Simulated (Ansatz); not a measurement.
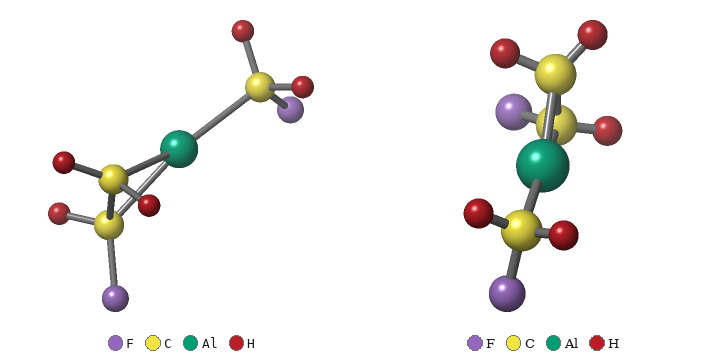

The same structure drawn twice, from different directions.

The geometry was computed by an optimisation with PBE0-D4/def2-TZVP. No frequency run is at hand to confirm it as a minimum.

What does the picture show?

The molecule is C3H5AlF2. As SMILES it reads `F[CH2][Al]1[CH2][C@@H]1F`. Among its groups: C–F bond. This geometry has C1 symmetry. Coordination, clear cases only: 1 C tetrahedral; 1 Al T-shaped.

More results for the same structure follow; atom numbers are the same in all pictures, views and colours differ.

### Electronic properties

No frequency run is at hand to confirm it as a minimum. Properties computed with RKS PBE0-D4/def2-TZVPP (Ansatz 0.2.0).

What does the calculation give?

- HOMO energy (Kohn–Sham orbital): −6.29 eV
- LUMO energy (Kohn–Sham orbital): −1.37 eV
- HOMO–LUMO gap: 4.92 eV
- dispersion correction: −15.1 kJ/mol

### Dipole moment

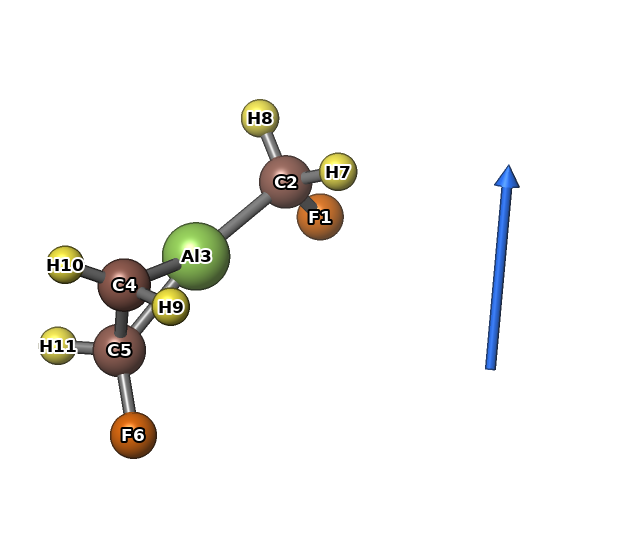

The arrow beside the molecule shows the direction of the dipole moment, from the negative to the positive end (its length means nothing). No frequency run is at hand to confirm it as a minimum. Properties computed with RKS ωB97M-V/def2-TZVPP (Ansatz 0.2.0).

Question: Estimate the dipole moment.

Answer: 3.26 D; it points from the side of F6 to the side of H8 (the outermost atoms at the two ends).

### Charges

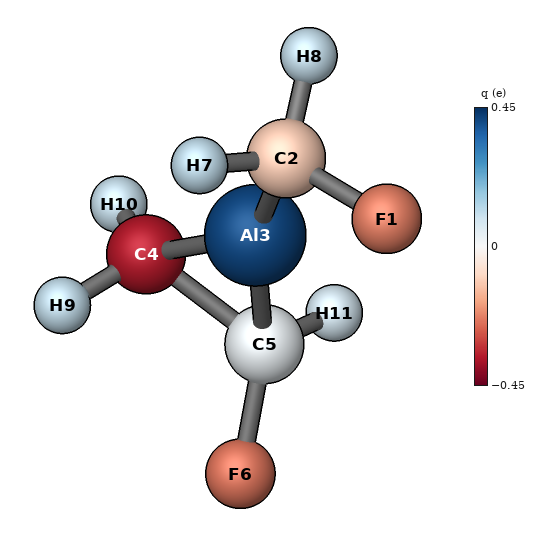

Atoms are coloured by their Mulliken charges. No frequency run is at hand to confirm it as a minimum. Level of theory: RKS ωB97M-V/def2-TZVPP (Ansatz 0.2.0).

Question: Which atom carries the highest charge (most positive or least negative)?

Answer: Al3 (0.40 e).

Question: And the lowest?

Answer: C4 (−0.35 e).

List the Mulliken charges.

```json
{"atom": "F1", "value (e)": "−0.23"}
{"atom": "C2", "value (e)": "−0.11"}
{"atom": "Al3", "value (e)": "0.40"}
{"atom": "C4", "value (e)": "−0.35"}
{"atom": "C5", "value (e)": "0.03"}
{"atom": "F6", "value (e)": "−0.24"}
{"atom": "H7", "value (e)": "0.11"}
{"atom": "H8", "value (e)": "0.10"}
{"atom": "H9", "value (e)": "0.11"}
{"atom": "H10", "value (e)": "0.10"}
{"atom": "H11", "value (e)": "0.08"}
```

Mulliken values depend strongly on the basis set and can even reverse the polarity of a bond.
